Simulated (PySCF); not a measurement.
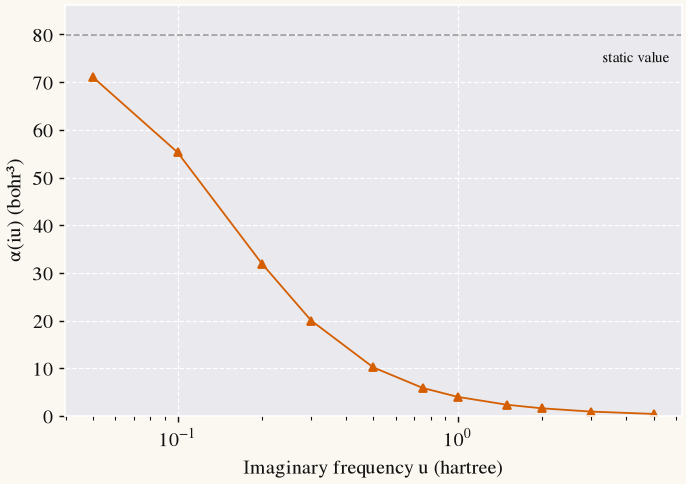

Dipole polarisability at imaginary frequency of neutral manganese ([Ar] 3d⁵ 4s²). Coupled response at the TPSS level; PySCF, aug-cc-pwCVTZ-DK plus 1 diffuse shell for each l, spin-free X2C-1e, unrestricted single determinants, no spin-orbit coupling.

Describe the response.

Answer. The static dipole polarisability is 79.9 bohr³ (the recommended value is 68.0); α(iu) falls to half of it near u = 0.16 hartree. The Casimir–Polder integral gives C₆ = 780 hartree bohr⁶ for two such species.
